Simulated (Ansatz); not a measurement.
The reference is TlBr in the CsCl type structure (space group Pm-3m, No. 221; a = 3.915 Å).

It is then changed as follows: a negative pressure, −1 GPa.

Computed with PBEsol (Ansatz, a quantum-chemistry and plane-wave program, PAW, no spin-orbit coupling).

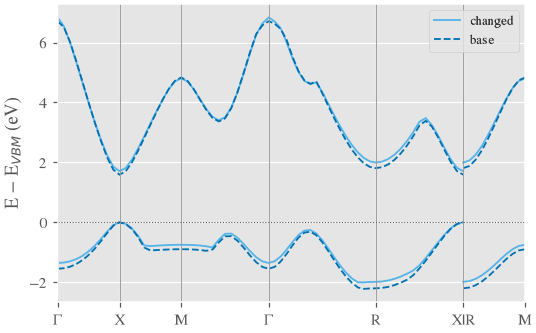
Highest valence and lowest conduction band along the path, each from its own valence-band maximum

Problem. From the figure, how large is the changed gap, and is it direct?

Solution. About 1.7 eV, direct at X.

Spin-orbit coupling, missing from the scalar runs, can matter with Tl. Load acts through the strain it causes; cell and atoms are relaxed under it. Whether these cells are dynamically stable was not tested.
